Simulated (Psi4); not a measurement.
# wB97X/def2-TZVPPD run of HCl (hydrogen chloride)

What is the vertical ionisation energy of HCl (hydrogen chloride) at wB97X/def2-TZVPPD? 

The calculation is run with Psi4 1.11.

2 further runs of the same task are left out: 2 set aside as unsound or not needed.

## (1) The structure to begin with

The species is HCl (2 atoms), meant as a singlet with charge 0. SMILES: `Cl`. The shape is that of a PBE0-D4/def2-TZVP optimisation.

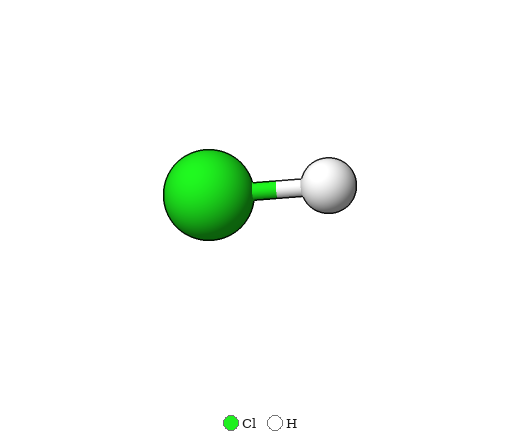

The structure, seen from a chosen angle (chlorine green, hydrogen white).

## (2) The energy at wB97X/def2-TZVPPD

job.dat

```
memory 1600 mb

molecule system {
  Cl     0.546000    -0.178500     0.280800
  H     -0.546000     0.178500    -0.280800
  units angstrom
  symmetry c1
}

set basis def2-TZVPPD
set puream true
set e_convergence 1e-09
set d_convergence 1e-08
set scf_type pk
set dft_radial_points 99
set dft_spherical_points 590

E, wfn = energy('wb97x', return_wfn=True)
oeprop(wfn, 'LOWDIN_CHARGES', 'QUADRUPOLE', 'MAYER_INDICES', title='WB97X')
print_variables()
```

The run is started by

```console
psi4 -n 1 job.dat job.out
```

job.out:

```text
[...]
  Running in c1 symmetry.
[...]
  Nuclear repulsion =    7.034776949773979
[...]
  Multiplicity = 1
[...]
  Nalpha       = 9
  Nbeta        = 9
[...]
    Number of basis functions: 68
[...]
   @RKS iter   1:  -460.79254839526021   -1.37705e-01   4.08747e-03 ADIIS/DIIS
[...]
   @RKS iter  10:  -460.81738368850728   -1.02318e-12   1.17422e-09 DIIS
[...]
    Orbital Energies [Eh]
    ---------------------
    Doubly Occupied:
       1A   -101.505971     2A     -9.556262     3A     -7.317032
       4A     -7.307927     5A     -7.307927     6A     -0.974971
       7A     -0.581667     8A     -0.442041     9A     -0.442041
[...]
  @RKS Final Energy:  -460.81738368850728
   => Energetics <=
    Nuclear Repulsion Energy =              7.0347769497739794
    One-Electron Energy =                -650.0111938210521885
    Two-Electron Energy =                 203.9355112126965537
    DFT Exchange-Correlation Energy =     -21.7764780299256593
    Empirical Dispersion Energy =           0.0000000000000000
    VV10 Nonlocal Energy =                  0.0000000000000000
    Total Energy =                       -460.8173836885072774
[...]
 Multipole Moments:
 ------------------------------------------------------------------------------------
     Multipole            Electronic (a.u.)      Nuclear  (a.u.)        Total (a.u.)
 ------------------------------------------------------------------------------------
 L = 1.  Multiply by 2.5417464519 to convert [e a0] to [Debye]
 Dipole X            :          0.0000000            0.0000000            0.0000000
 Dipole Y            :          0.0000000           -0.0000000            0.0000000
 Dipole Z            :          0.7496293           -1.1980385           -0.4484093
 Magnitude           :                                                    0.4484093
 L = 2.  Multiply by 1.3450342976 to convert [e a0^2] to [Debye ang]
 Quadrupole XX       :        -10.4174184            0.0000000          -10.4174184
 Quadrupole XY       :         -0.0000000           -0.0000000           -0.0000000
[...]
```

It took 6.9 s on 1 thread of Intel Xeon Platinum 8259CL at 2.50GHz (Skylake/Cascade Lake), shared host; peak memory 0.48 GiB.

## (3) The doublet cation, same level

input.dat

```
memory 1600 mb

molecule m {
  1 2
  Cl     0.546000    -0.178500     0.280800
  H     -0.546000     0.178500    -0.280800
  symmetry c1
  no_reorient
  no_com
}

set basis def2-TZVPPD
set reference uks
set puream true
set e_convergence 1e-09
set d_convergence 1e-08
set scf_type pk
set dft_radial_points 99
set dft_spherical_points 590
set maxiter 200

E, wfn = energy("wb97x", return_wfn=True)
```

The run is started by

```console
psi4 -n 1 input.dat output.dat
```

output.dat:

```text
[...]
  Running in c1 symmetry.
[...]
  Nuclear repulsion =    7.034776949773978
[...]
  Multiplicity = 2
[...]
  Nalpha       = 9
  Nbeta        = 8
[...]
    Number of basis functions: 68
[...]
   @UKS iter   1:  -460.31988874127217    3.34953e-01   3.26894e-03 DIIS/ADIIS
[...]
   @UKS iter  11:  -460.34911163918366   -2.38742e-12   3.28253e-09 DIIS
[...]
   @S^2 Observed:                7.537689681E-01
[...]
    Orbital Energies [Eh]
    ---------------------
    Alpha Occupied:
       1A   -101.958542     2A    -10.000305     3A     -7.770484
       4A     -7.756082     5A     -7.746462     6A     -1.392545
       7A     -0.959801     8A     -0.881857     9A     -0.825670
    Alpha Virtual:
      10A     -0.208294    11A     -0.098565    12A     -0.075868
      13A     -0.070610    14A     -0.065424    15A     -0.043740
      16A     -0.028823    17A     -0.007697    18A     -0.007204
      19A      0.091201    20A      0.108138    21A      0.133555
      22A      0.142466    23A      0.260803    24A      0.288475
      25A      0.308347    26A      0.327078    27A      0.327203
[...]
  @UKS Final Energy:  -460.34911163918366
   => Energetics <=
    Nuclear Repulsion Energy =              7.0347769497739776
    One-Electron Energy =                -642.4653133675683421
    Two-Electron Energy =                 196.6937218535834404
    DFT Exchange-Correlation Energy =     -21.6122970749727976
    Empirical Dispersion Energy =           0.0000000000000000
    VV10 Nonlocal Energy =                  0.0000000000000000
    Total Energy =                       -460.3491116391836613
[...]
 Multipole Moments:
 ------------------------------------------------------------------------------------
     Multipole            Electronic (a.u.)      Nuclear  (a.u.)        Total (a.u.)
 ------------------------------------------------------------------------------------
 L = 1.  Multiply by 2.5417464519 to convert [e a0] to [Debye]
 Dipole X            :        -16.0818547           16.5086474            0.4267927
 Dipole Y            :          5.2575294           -5.3970578           -0.1395284
 Dipole Z            :         -8.2706681            8.4901615            0.2194934
 Magnitude           :                                                    0.4997975
[...]
```

Run time: 9.3 s. Hardware: 1 thread of Intel Xeon Platinum 8259CL at 2.50GHz (Skylake/Cascade Lake), shared host; peak memory 0.48 GiB.

## (4) Outcome

At wB97X/def2-TZVPPD:

| quantity | value |
| --- | --- |
| singlet HCl: total energy | -460.81738 Eh |
| singlet HCl: dipole moment | 1.14 D |
| singlet HCl: HOMO energy | -12.03 eV |
| singlet HCl: LUMO energy | 1.84 eV |
| singlet HCl: HOMO–LUMO gap | 13.87 eV |
| doublet cation: total energy | -460.34911 Eh |
| doublet cation: HOMO energy (highest over α and β) | -21.96 eV |
| doublet cation: LUMO energy (lowest over α and β) | -13.52 eV |
| doublet cation: ⟨S²⟩ | 0.754 |
| vertical ionisation energy (to the doublet cation) | 12.742 eV |

Removing an electron at fixed nuclei costs 12.74 eV (1229 kJ/mol). −ε(HOMO) before ionisation, 12.03 eV, is 0.71 eV below this ionisation energy.
